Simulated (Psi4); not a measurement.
# wB97X/6-31G(d) (spherical functions) run of C2F6 (SMILES FC(F)(F)C(F)(F)F)

What is the energy change on altering one bond length of C2F6 at wB97X/6-31G* (spherical functions)? 

The results are computed with Psi4 1.11.

1 further run of the same task is left out (set aside as unsound or not needed).

### 1 The molecule

The species is C2F6 (8 atoms), meant as a singlet with charge 0. As SMILES, `FC(F)(F)C(F)(F)F`. The shape is that of a PBE0-D4/def2-TZVP optimisation.

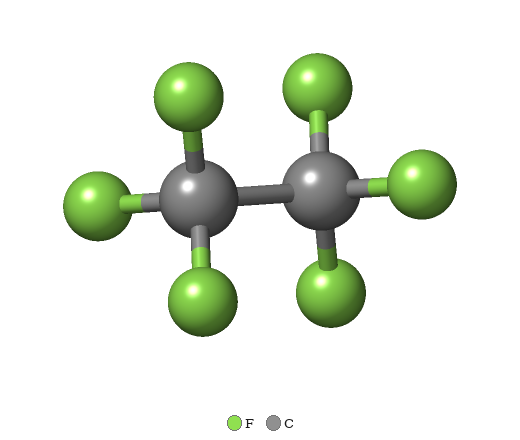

The structure, seen from a chosen angle (fluorine green, carbon grey).

### 2 The energy at wB97X/6-31G(d) (spherical functions)

c2f6.dat

```
memory 2.2 GB

molecule molecule1 {
  0 1
  F      1.065570    -0.767260     1.152000
  C      0.662650    -0.397300    -0.054910
  F      1.596070     0.361280    -0.610920
  F      0.478560    -1.476610    -0.801220
  C     -0.662670     0.397270     0.054890
  F     -0.477000     1.479670     0.796360
  F     -1.068680     0.762200    -1.152500
  F     -1.594500    -0.359250     0.616310
  symmetry c1
}

set {
  basis                6-31G*
  puream               true
  e_convergence        1e-09
  d_convergence        1e-08
  scf_type             pk
  dft_radial_points    99
  dft_spherical_points 590
}

e_tot, wfn = energy('wb97x', return_wfn=True)
print_variables()
```

Launch:

```
psi4 -n 1 c2f6.dat c2f6.out
```

c2f6.out:

```text
[...]
  Running in c1 symmetry.
[...]
  Nuclear repulsion =  464.042411859137815
[...]
  Multiplicity = 1
[...]
  Nalpha       = 33
  Nbeta        = 33
[...]
    Number of basis functions: 112
[...]
   @RKS iter   1:  -674.95248402765628   -2.04177e-01   6.29044e-03 DIIS/ADIIS
[...]
   @RKS iter  11:  -675.12239234524304   -1.25056e-12   5.13501e-10 DIIS
[...]
    Orbital Energies [Eh]
    ---------------------
    Doubly Occupied:
       1A    -24.812433     2A    -24.812430     3A    -24.812411
       4A    -24.812407     5A    -24.812376     6A    -24.812372
       7A    -10.546341     8A    -10.546254     9A     -1.484875
      10A     -1.459839    11A     -1.383687    12A     -1.383681
      13A     -1.372423    14A     -1.372418    15A     -0.919613
      16A     -0.818734    17A     -0.767727    18A     -0.747748
      19A     -0.747746    20A     -0.716431    21A     -0.716430
      22A     -0.619977    23A     -0.605370    24A     -0.605369
      25A     -0.594632    26A     -0.594631    27A     -0.574067
      28A     -0.574065    29A     -0.548235    30A     -0.548233
      31A     -0.541911    32A     -0.534610    33A     -0.487042
[...]
  @RKS Final Energy:  -675.12239234524304
   => Energetics <=
    Nuclear Repulsion Energy =            464.0424118591378146
    One-Electron Energy =               -1860.9989335271989148
    Two-Electron Energy =                 775.2923591833027785
    DFT Exchange-Correlation Energy =     -53.4582298604846073
    Empirical Dispersion Energy =           0.0000000000000000
    VV10 Nonlocal Energy =                  0.0000000000000000
    Total Energy =                       -675.1223923452430427
[...]
 Multipole Moments:
 ------------------------------------------------------------------------------------
     Multipole            Electronic (a.u.)      Nuclear  (a.u.)        Total (a.u.)
 ------------------------------------------------------------------------------------
 L = 1.  Multiply by 2.5417464519 to convert [e a0] to [Debye]
 Dipole X            :         -0.0000386           -0.0000131           -0.0000517
 Dipole Y            :         -0.0000530           -0.0000197           -0.0000727
 Dipole Z            :         -0.0000468           -0.0000148           -0.0000615
 Magnitude           :                                                    0.0001084
[...]
```

Run time: 18 s. Hardware: 1 thread of Intel Xeon 6975P-C (Granite Rapids), shared host; peak memory 0.98 GiB.

### 3 The distorted shape at the same level

input.in

```
memory 2.2 GB

molecule {
  0 1
  F
  C 1 r2
  F 2 r3 1 a3
  F 2 r4 1 a4 3 d4
  C 2 r5 1 a5 3 d5
  F 5 r6 2 a6 1 d6
  F 5 r7 6 a7 2 d7
  F 5 r8 7 a8 6 d8

  r2 = 1.325084
  r3 = 1.32509
  a3 = 109.13652
  r4 = 1.9876
  a4 = 109.13689
  d4 = 119.19067
  r5 = 1.549152
  a5 = 109.80274
  d5 = -120.40117
  r6 = 1.325081
  a6 = 109.80115
  d6 = 60.27224
  r7 = 1.325069
  a7 = 109.13764
  d7 = -120.40489
  r8 = 1.325074
  a8 = 109.13672
  d8 = 119.18999
  symmetry c1
  no_reorient
  no_com
}

set {
  puream true
  e_convergence 1e-09
  d_convergence 1e-08
  scf_type pk
  dft_radial_points 99
  dft_spherical_points 590
}

energy_value, wavefunction = energy('wb97x/6-31G*', return_wfn=True)
oeprop(wavefunction, 'MAYER_INDICES', 'LOWDIN_CHARGES', 'WIBERG_LOWDIN_INDICES', title='WB97X')
print_variables()
```

Launch:

```
psi4 -n 1 input.in input.out
```

input.out:

```text
[...]
  Running in c1 symmetry.
[...]
  Nuclear repulsion =  440.564140308836841
[...]
  Multiplicity = 1
[...]
  Nalpha       = 33
  Nbeta        = 33
[...]
    Number of basis functions: 112
[...]
   @RKS iter   1:  -674.72105352493759   -5.57589e-01   7.46959e-03 DIIS/ADIIS
[...]
   @RKS iter  15:  -675.00534151134786   -4.32010e-12   3.09286e-09 DIIS
[...]
    Orbital Energies [Eh]
    ---------------------
    Doubly Occupied:
       1A    -24.864008     2A    -24.863975     3A    -24.838667
       4A    -24.826603     5A    -24.826521     6A    -24.710899
       7A    -10.583411     8A    -10.578454     9A     -1.499159
      10A     -1.475574    11A     -1.418584    12A     -1.398846
      13A     -1.390798    14A     -1.199889    15A     -0.946203
      16A     -0.836856    17A     -0.779514    18A     -0.765515
      19A     -0.756131    20A     -0.732658    21A     -0.696633
      22A     -0.644697    23A     -0.620386    24A     -0.614130
      25A     -0.613952    26A     -0.595541    27A     -0.580616
      28A     -0.570671    29A     -0.553547    30A     -0.545553
      31A     -0.473316    32A     -0.453940    33A     -0.453785
[...]
  @RKS Final Energy:  -675.00534151134786
   => Energetics <=
    Nuclear Repulsion Energy =            440.5641403088368406
    One-Electron Energy =               -1813.8690984312829642
    Two-Electron Energy =                 751.5855123426212003
    DFT Exchange-Correlation Energy =     -53.2858957315228920
    Empirical Dispersion Energy =           0.0000000000000000
    VV10 Nonlocal Energy =                  0.0000000000000000
    Total Energy =                       -675.0053415113478650
[...]
 Multipole Moments:
 ------------------------------------------------------------------------------------
     Multipole            Electronic (a.u.)      Nuclear  (a.u.)        Total (a.u.)
 ------------------------------------------------------------------------------------
 L = 1.  Multiply by 2.5417464519 to convert [e a0] to [Debye]
 Dipole X            :         -0.7628514           -0.0896394           -0.8524908
 Dipole Y            :         -0.4094374           -0.0500683           -0.4595057
 Dipole Z            :         -0.2912282           -0.0356245           -0.3268527
 Magnitude           :                                                    1.0221148
[...]
```

It took 24 s on 1 thread of Intel Xeon 6975P-C (Granite Rapids), shared host; peak memory 1.1 GiB.

### 4 Results

Level: wB97X/6-31G* (spherical functions).

| quantity | value |
| --- | --- |
| first shape: total energy | -675.12239 Eh |
| first shape: dipole moment | 0.00 D |
| first shape: HOMO energy | -13.25 eV |
| first shape: LUMO energy | 5.47 eV |
| first shape: HOMO–LUMO gap | 18.73 eV |
| distorted shape: total energy | -675.00534 Eh |
| distorted shape: dipole moment | 2.60 D |
| distorted shape: HOMO energy | -12.35 eV |
| distorted shape: LUMO energy | -1.03 eV |
| distorted shape: HOMO–LUMO gap | 11.32 eV |
| energy change with the C2–F4 bond stretched from 1.325 to 1.988 Å | 3.185 eV |

What this shows: With the C2–F4 bond stretched from 1.325 to 1.988 Å the energy rises by 3.19 eV (73 kcal/mol). The first shape isn't relaxed at this level, so the change isn't measured from a minimum.
